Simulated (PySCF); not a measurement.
Molecule: Al(Cl)(OH)2(OH2), H₄AlClO₃, singlet. Atoms near the plane z = 0.0 Å, at the PBE0/def2-SVP optimised geometry (x, y, z in Å): Al1 (-0.7, -0.9, 0.0), O3 (-0.7, 0.8, 0.0), H4 (-1.4, 1.3, 0.4), O7 (1.2, -0.9, 0.0), H8 (1.4, 0.0, -0.1), H9 (1.4, -1.3, -0.9).

Calculation: PySCF 2.14.0 with PBE0/def2-TZVP. Cells within 0.4 Å of a nucleus heavier than hydrogen are left out (blank, or x). The values are rescaled to run from 0 to 1.

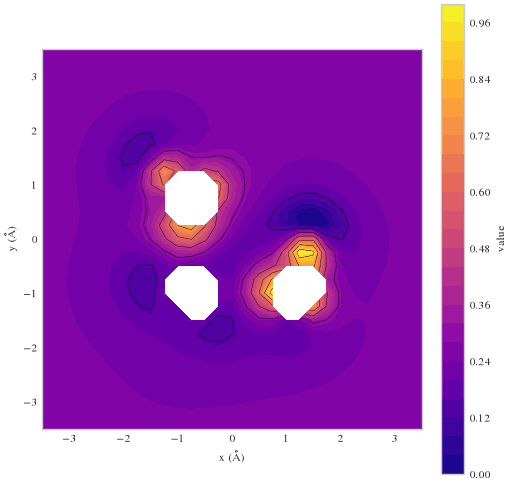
*a field on the plane z = 0.0 Å.*

Problem. Which quantity is mapped?
A. electrostatic potential
B. deformation density (molecule minus spherical neutral atoms)
C. Laplacian of the electron density
D. an orbital amplitude

Solution. B, deformation density (molecule minus spherical neutral atoms). In full: deformation density (molecule minus spherical neutral atoms) (e/bohr³).
